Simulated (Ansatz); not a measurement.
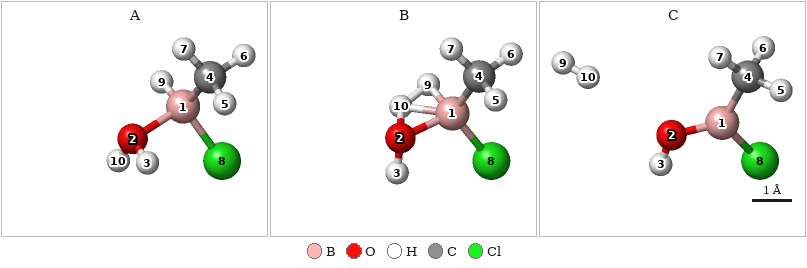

3 geometries from a converged minimum-energy path of CH$_{6}$BClO, made up at the start of CH$_{4}$BClO and H₂, shuffled. Style: ball-and-stick. Shown at a tilt.

These are results of RKS PBE0-D4/6-31G* in Ansatz, not measurements. Set-up: 5 movable images; climbing image; force threshold 0.05 eV/Å; iteration limit 60; starting path through a guess of the saddle point.

Q: Which frame is the transition state?

A: B. In order along the path, whose images run from 0 to 6: C (image 0, 0.0 kcal/mol), B (image 4, +45.6 kcal/mol), A (image 6, +19.3 kcal/mol). Breaking: H9–H10 (0.74 → 1.03 at the top → 2.45 Å). Forming: B1–H9 (4.36 → 1.36 at the top → 1.20 Å), O2–H10 (2.61 → 1.27 at the top → 0.97 Å).

Limits of the set-up: the start holds two separate molecules, 2.6 Å apart at their closest, whose relative position is a soft coordinate.
